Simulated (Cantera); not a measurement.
A closed system holds: 1 mol Ti(OiPr)4, a varied amount of H2O, at 1325 °C and 0.00133 bar.

Method: chemical equilibrium by Gibbs-energy minimisation in Cantera with the NASA 1993 tables (ideal gas, pure condensed phases). Candidate condensed phases: C, C6H6, C7H8, C8H18, H2O, Ti, TiC, TiO, TiO2, Ti2O3, Ti3O5, Ti4O7; 113 gas species. The feed counts by its element totals alone. Mutual solubility and eutectic melting of coexisting phases are not modelled. TiC: taken at fixed stoichiometry. Condensed phases not in the tables: Magnéli phases beyond Ti4O7. Equilibrium is a limit: real reactors are often held back by kinetics, nucleation or transport.

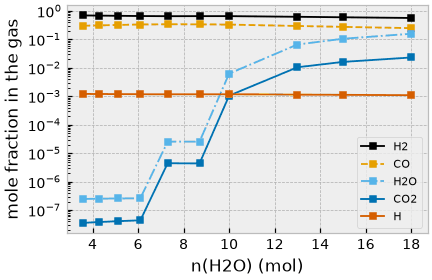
Fig. 1. Equilibrium gas composition (values under 1e-9 drawn at 1e-9)

Read off the mole fractions at 4.3 mol H2O.

H2 about 0.69, CO about 0.31, H about 0.0012, H2O about 2.5e-7, CO2 about 3.8e-8.
